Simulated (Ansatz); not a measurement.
Run report: BH₅O, frequency calculation

- system: BH₅O
- method: RKS r2SCAN/def2-SVP (Ansatz 0.2.0)

It belongs to a series of runs on one base structure; here: vibrations at the highest image of the band. Figures and captions count atoms from 1; the log counts them from 0 in places.

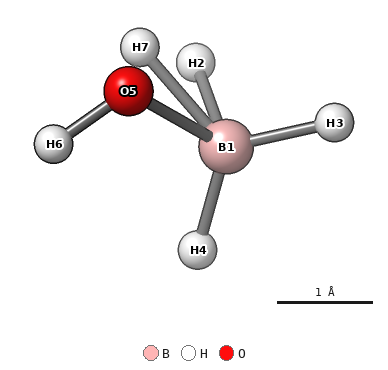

**Figure 1.** The structure as given in the input (ball-and-stick view, seen at a tilt; atoms are numbered from 1 in the order of the input).

**Input**
```yaml
crystal:
  periodic: [false, false, false]
  atoms:
    - { symbol: B, position_ang: [0.072703, -0.260746, 0.011858] }
    - { symbol: H, position_ang: [-0.057983, 0.180483, 1.283887] }
    - { symbol: H, position_ang: [1.133756, 0.167074, -0.364767] }
    - { symbol: H, position_ang: [-0.953939, 0.042476, -0.549967] }
    - { symbol: O, position_ang: [0.160205, -1.786672, 0.414665] }
    - { symbol: H, position_ang: [-0.711873, -2.182041, 0.282524] }
    - { symbol: H, position_ang: [-0.008468, -0.848074, 1.270999] }
basis:
  gaussian: { orbitals: def2-SVP }
hamiltonian:
  xc: r2scan
phonons: {}
```

Launched with:
```bash
ansatz run input.yaml --threads 1 --pin off --max-ram 2048MiB --backend cpu --events-out ev --progress --plain --runs-dir out
```

**Log**
```
Engine: ansatz 0.2.0, aarch64-unknown-linux-gnu
Functional definition: r2SCAN
  parameter k0 = 0.174
  parameter k1 = 0.065
  parameter a1 = 4.9479
  exchange = r2scan_x(k0 = k0, k1 = k1, a1 = a1)
  correlation = r2scan_c
587 factors; their error is unknown
mean field evaluation 1: about -2796.0361 eV, gradient 4.1e1 eV
mean field evaluation 2: about -2790.2007 eV, gradient 7.0e1 eV
mean field evaluation 4: about -2799.4735 eV, gradient 1.6e0 eV
mean field evaluation 8: about -2799.4678 eV, gradient 2.1e-2 eV
mean field -2799.46781657 eV, -102.8785447117 hartree, gradient 3.9e-5 eV, S^2 0.000000; 0 other end points of the search recorded, 0 dependent functions left out
the calculation of the forces begins
reference -2799.46782442 eV, -102.8785449999 hartree; 9, 9 occupied and 44, 44 virtual orbitals, 587 factors
these checks for a lower state are left out or cut short: stability, starts, cluster_reference, orbital_swaps, neighbouring_geometries, increment
587 factors; their error is unknown
mean field evaluation 16: about -2799.4676 eV, gradient 1.1e-1 eV
mean field -2799.46768997 eV, -102.8785400592 hartree, gradient 2.7e-6 eV, S^2 0.000000; 0 other end points of the search recorded, 0 dependent functions left out
[... from here on the field's lines of each further geometry are left out, up to the last ...]
the calculation of the forces begins
reference -2799.46775691 eV, -102.8785425190 hartree; 9, 9 occupied and 44, 44 virtual orbitals, 587 factors
these checks for a lower state are left out or cut short: stability, starts, cluster_reference, orbital_swaps, neighbouring_geometries, increment
587 factors; their error is unknown
mean field -2799.46779704 eV, -102.8785439937 hartree, gradient 1.5e-6 eV, S^2 0.000000; 0 other end points of the search recorded, 0 dependent functions left out
the calculation of the forces begins
reference -2799.46780488 eV, -102.8785442819 hartree; 9, 9 occupied and 44, 44 virtual orbitals, 587 factors
WARN: phonons: modes at or below zero, which the zero-point energy, F, S and C_V leave out: 1, the lowest at -1236.78 cm⁻¹. A minimum has none, and a first-order saddle one
Total energy: -2799.46782442 eV, -102.8785449999 hartree
Atom 0 at     0.072703    -0.260746     0.011858 Å, force     0.003486     0.005253    -0.011957 eV/Å
Atom 1 at    -0.057983     0.180483     1.283887 Å, force    -0.000531     0.001088     0.003538 eV/Å
Atom 2 at     1.133756     0.167074    -0.364767 Å, force     0.002271    -0.005090     0.003878 eV/Å
Atom 3 at    -0.953939     0.042476    -0.549967 Å, force    -0.002784    -0.001968     0.005870 eV/Å
Atom 4 at     0.160205    -1.786672     0.414665 Å, force     0.005672     0.027575     0.016305 eV/Å
Atom 5 at    -0.711873    -2.182041     0.282524 Å, force    -0.014170    -0.019670    -0.007994 eV/Å
Atom 6 at    -0.008468    -0.848074     1.270999 Å, force     0.006056    -0.007188    -0.009639 eV/Å
Dipole moment:    -0.332032    -0.212764     0.231606 e Å
Vibrations: -1236.78 496.45 814.87 823.32 1036.25 1050.70 1091.85 1169.57 1262.47 1371.26 2072.24 2189.09 2558.03 2665.23 3836.65 cm⁻¹, zero-point energy 1.390978 eV
```

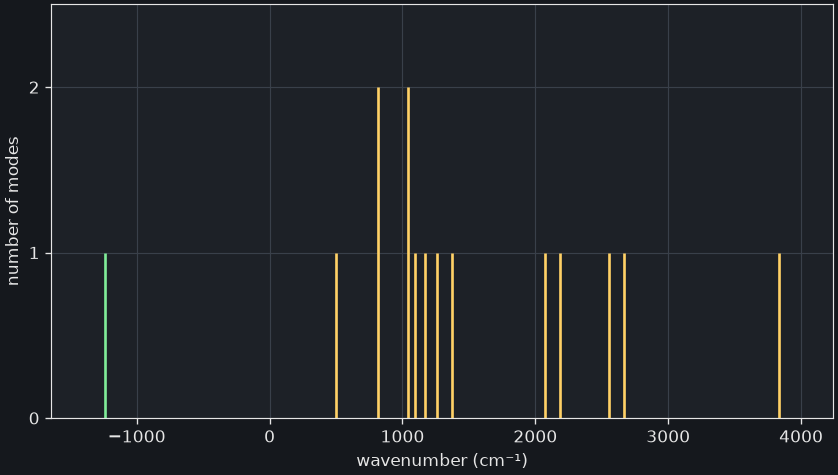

**Figure 2.** Harmonic vibrational wavenumbers from the force constants; neighbouring modes closer than 23 cm⁻¹ are counted in one stick, and imaginary ones are drawn at negative wavenumbers. 15 modes from 1237i to 3837 cm⁻¹, 1 imaginary beyond 8i (1237i cm⁻¹): a first-order saddle point, if the geometry is stationary.

**Key numbers**

- outcome: converged
- total energy: −2799.4678 eV
- mean-field energy: −2799.4678 eV
- largest force (length of the vector): 0.033 eV/Å
- hardware: 1 thread of Arm Neoverse V1, 24 GiB of memory available, shared host
- wall time: 41 s
- peak memory: 0.1 GiB
